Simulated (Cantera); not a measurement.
Charge: 1 mol B2H6, a varied amount of H2O, 0.1 mol N2, equilibrated at 1925 K and 85.0 mbar.

These are equilibrium values from Cantera (NASA tables, ideal gas, pure condensed phases), not measurements of a reactor. Candidate condensed phases: B, BN, B2O3, B3O3H3, H2O; 39 gas species. The feed counts by its element totals alone. Mutual solubility and eutectic melting of coexisting phases are not modelled. The tables' values for BH2 are old estimates; treat these amounts as uncertain. Equilibrium is a limit: real reactors are often held back by kinetics, nucleation or transport.

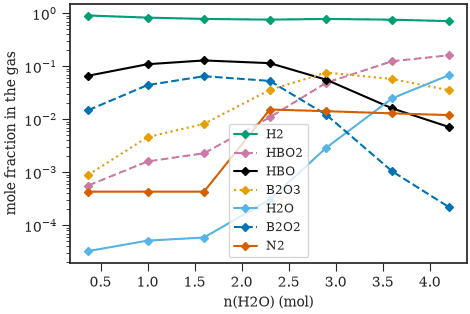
Fig. 1. Equilibrium gas composition (values under 1e-9 drawn at 1e-9)

From 0.37 mol H2O to 1.6 mol H2O the condensed part is B(s) + BN(s). At 2.3 mol H2O the condensed part is BN(s). From 2.9 mol H2O to 4.2 mol H2O nothing is condensed. The main B-bearing gas is HBO at 0.37 mol H2O and HBO2 at 4.2 mol H2O.
